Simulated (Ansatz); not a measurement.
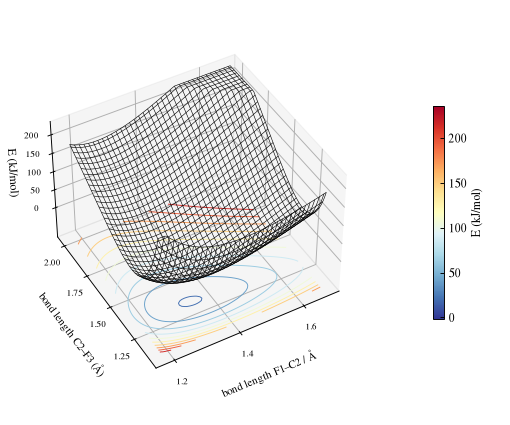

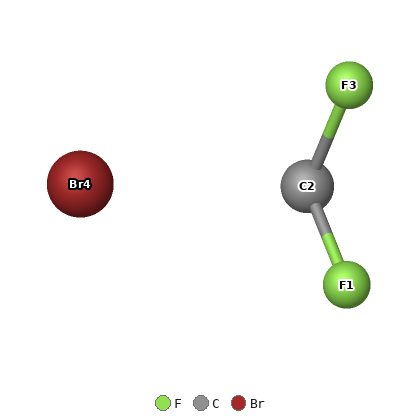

Energy landscape of CBrF₂, charge −1. The first coordinate is: bond length F1–C2; the second: bond length C2–F3. Nothing is relaxed (all other coordinates rigid). The grid has 11 × 11 points. Points are written as (first, second). Energies: kJ/mol, counted from the lowest grid point. The reference is spin-restricted, which grows unreliable where a bond is stretched far. Method: RKS r2SCAN0-D4/def2-TZVPD (Ansatz).

Drawn: a relief with its contours projected below, any walls above the top of the colour scale cut off. Between grid points the surface is interpolated. The second picture is the structure at the lowest point.

### Summarise what can be read from the map.

The lowest grid point is at (1.329 Å, 1.373 Å). No other kind of well shows on this grid. The highest grid point, (1.676 Å, 2.011 Å), lies 317 kJ/mol above the lowest. Round the minimum the valley is somewhat tilted: raising bond length F1–C2 shifts the best value of bond length C2–F3 downwards (coupling k₁₂/√(k₁₁k₂₂) about 0.2).

Time for the 121 points that were run: 9.7 min on 1 thread of AMD EPYC 9R45 96-Core Processor (Zen 5) (shared host).
